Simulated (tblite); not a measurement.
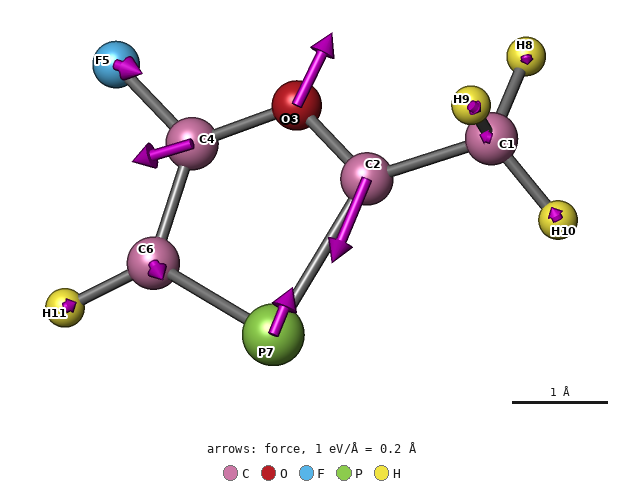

Starting geometry of C$_{4}$H$_{4}$FOP with the computed forces as purple arrows. The picture is a ball-and-stick view, seen at a tilt.

These are results of GFN2-xTB geometry optimisation, gas phase (tblite), not measurements. 

Q: What follows when this structure is relaxed?

A: It isn't relaxed: the largest force vector, on C2, is 4.87 eV/Å. The final displacements have little in common with the starting forces (cosine between the two patterns 0.20). The atom that moves furthest after the best rigid fit is H8 (0.55 Å). By element the largest moves are H 0.55 Å, P 0.33 Å, F 0.32 Å, O 0.21 Å, C 0.14 Å. Near-neighbour distances that change, for instance: C2–P7 1.920 → 1.717 Å, C4–F5 1.397 → 1.331 Å, O3–C4 1.263 → 1.327 Å, C2–O3 1.294 → 1.353 Å. Bond angles that change, for instance: C2–O3–C4 121.1° → 110.2°, O3–C2–P7 105.1° → 115.0°, F5–C4–C6 120.6° → 127.6°. Groups turn about C1–C2 by about 40°. After 59 geometry steps the energy has fallen by 83.7 kJ/mol. The run took 0.22 s on 1 thread of Arm Neoverse V2 (shared host).
